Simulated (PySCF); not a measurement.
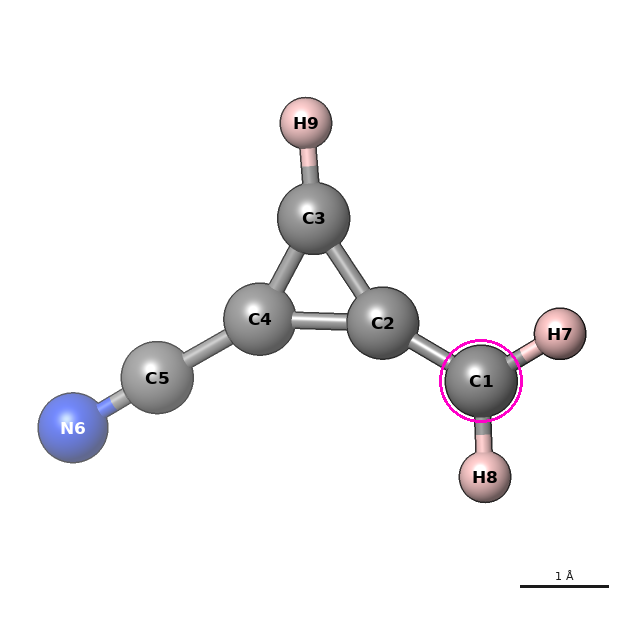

Orthographic view. Distant atoms are faded towards the background colour. The computed structure is the end point of a PBE0-D3(BJ)/def2-SVP optimisation. No frequency run is at hand to confirm it as a minimum.

Name the neighbours of the circled atom.

The circled atom is C1; it is bonded to C2, H7, H8.

Which two atoms are farthest apart in space?

N6 and H7, 5.89 Å.

What is the shortest path along bonds from the circled atom to N6?

C1–C2–C4–C5–N6, 4 bonds; through space the two are 4.87 Å apart.
